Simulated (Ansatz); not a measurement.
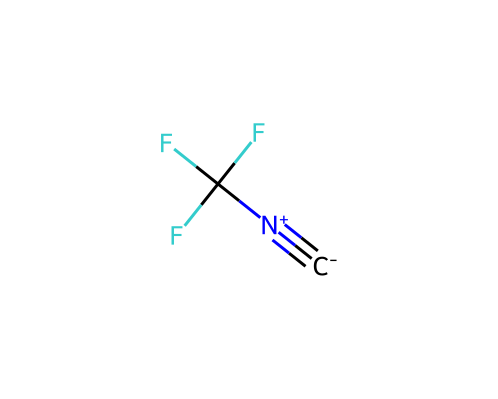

Transcribe the drawing into SMILES.

Answer. [C-]#[N+]C(F)(F)F

Give the formula, hydrogens included.

Answer. C2F3N.

An optimisation with PBE0-D4/def2-TZVP gave a structure of which point group?

Answer. C3v.

The parts below concern this one geometry. Atoms keep their numbers from picture to picture. The computed structure is the end point of a PBE0-D4/def2-TZVP optimisation.

**Geometry**

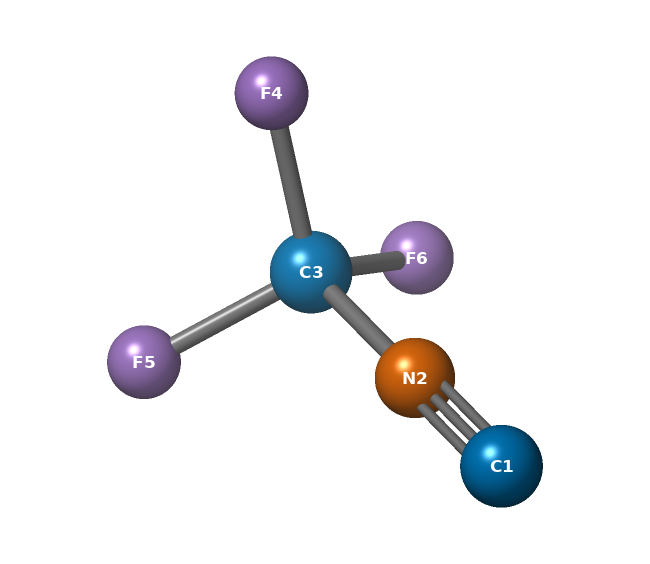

The atoms are numbered.

Describe the coordination of atom 3.

Answer. C3 has 4 neighbours (N2 at 1.40, F4 at 1.32, F5 at 1.32, F6 at 1.32 Å); the arrangement is tetrahedral.

How are the neighbours of atom 2 arranged?

Answer. N2 has 2 neighbours (C1 at 1.17, C3 at 1.40 Å); the arrangement is linear.

**Dipole moment**

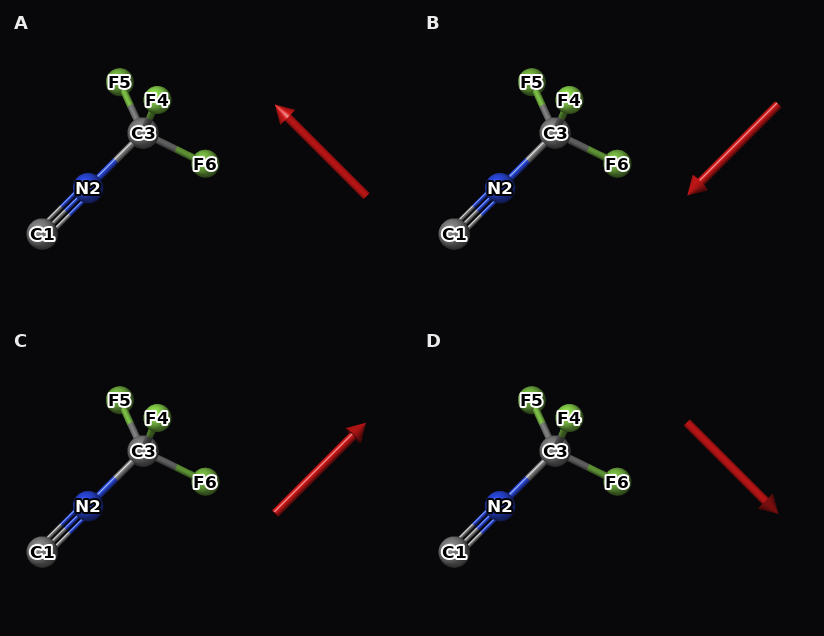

The same molecule four times, each with an arrow. Method: RKS PBE0-D4/def2-TZVP (Ansatz 0.2.0).

Which arrow points along the dipole moment, from the negative to the positive end?

Answer. C. The dipole moment is 1.11 D; it points from the side of C1 to the side of F4, F5, F6 (the outermost atoms at the two ends).

**Charges**

The questions are on Mulliken charges. Method: RKS PBE0-D4/def2-TZVP (Ansatz 0.2.0).

Give the Mulliken charges atom by atom.

| atom | value (e) |
| --- | --- |
| C1 | −0.14 |
| N2 | −0.01 |
| C3 | 0.52 |
| F4 | −0.12 |
| F5 | −0.12 |
| F6 | −0.12 |

**Thermal motion**

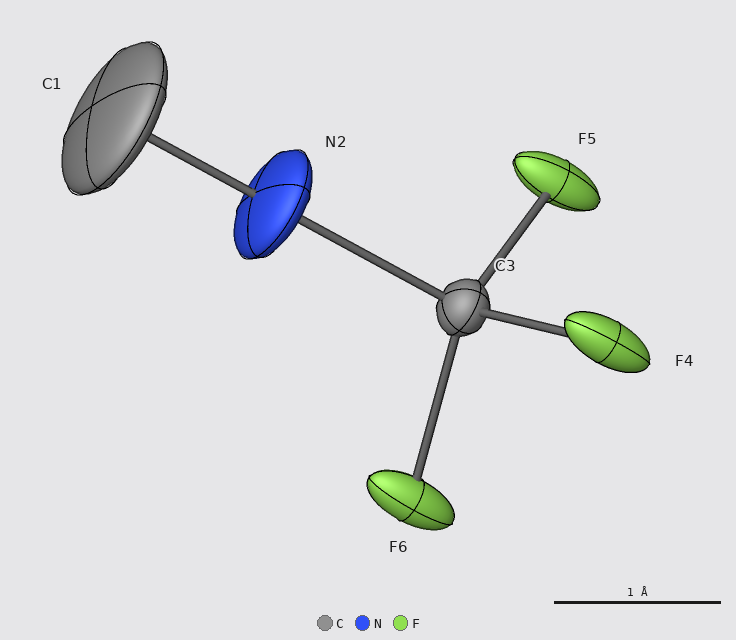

Displacement ellipsoids at the 50 % level, enlarged 3 times, from the internal vibrations of the free molecule (harmonic, no overall translation or rotation; no half-axis is drawn under 0.075 Å). Vibrations computed with RKS PBE0-D4/def2-TZVP (Ansatz 0.2.0). Temperature: 298 K.

Give the displacement parameters, one line for each set of equivalent atoms.

```
      atom  U_eq (Å²)   rms amplitudes (Å)
        C1     0.0086  0.036, 0.111, 0.111
        N2     0.0045  0.031, 0.079, 0.079
        C3     0.0014  0.033, 0.040, 0.040
F4, F5, F6     0.0020  0.030, 0.031, 0.066
```

**Vibrations**

Harmonic vibrations computed with RKS PBE0-D4/def2-TZVP (Ansatz 0.2.0) at a stationary point of the same level.

List the wavenumbers.

Answer. 12 modes: 151, 151, 447, 447, 564, 628, 628, 855, 1226, 1255, 1255, 2232 cm⁻¹.

Mulliken values depend strongly on the basis set and can even reverse the polarity of a bond.
